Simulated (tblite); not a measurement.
# CH10O2PSi3: the cost of one run

Computed with tblite 0.8.0 and PySCF 2.14.0, with density-fitted response routines of our own, on a single molecule in the gas phase. Atoms are numbered from 0 throughout.

## (1) The starting structure

17 atoms, charge 0, multiplicity 2; geometry from: force field or distance geometry start.

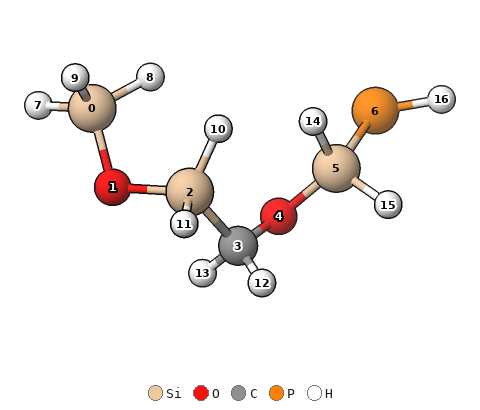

The starting geometry (silicon light orange, oxygen red, carbon grey, phosphorus orange, hydrogen white), atoms numbered.

## (2) Geometry optimisation with GFN2-xTB

The job: settings as JSON, then the geometry in Å.

```
{"job": {"kind": "relax", "xc": "GFN2-xTB", "basis": "xTB"}, "charge": 0, "multiplicity": 2}
Si     2.929000     0.790700     0.596100
O      2.302800    -0.805000     0.481200
Si     0.926100    -0.829200    -0.544000
C     -0.508900    -1.552300     0.363100
O     -1.431000    -0.659400     0.860000
Si    -2.208500     0.310500    -0.292000
P     -3.182500     1.923400     0.789800
H      3.742500     0.920400     1.830900
H      1.757000     1.692500     0.649400
H      3.709100     1.090600    -0.605400
H      0.656900     0.472300    -1.141800
H      1.254900    -1.765400    -1.627700
H     -0.957800    -2.369700    -0.225000
H     -0.074800    -2.061400     1.267700
H     -1.318500     0.980600    -1.244700
H     -3.201400    -0.417900    -1.076900
H     -4.401900     2.291300     0.208300
```

Started as:

```console
OMP_NUM_THREADS=1 python probes_run.py task.json out
```

This one command runs all jobs of the session in turn.

**Question.** How long does this first job take on 1 thread of Arm Neoverse V1, shared host?

About 2 s.
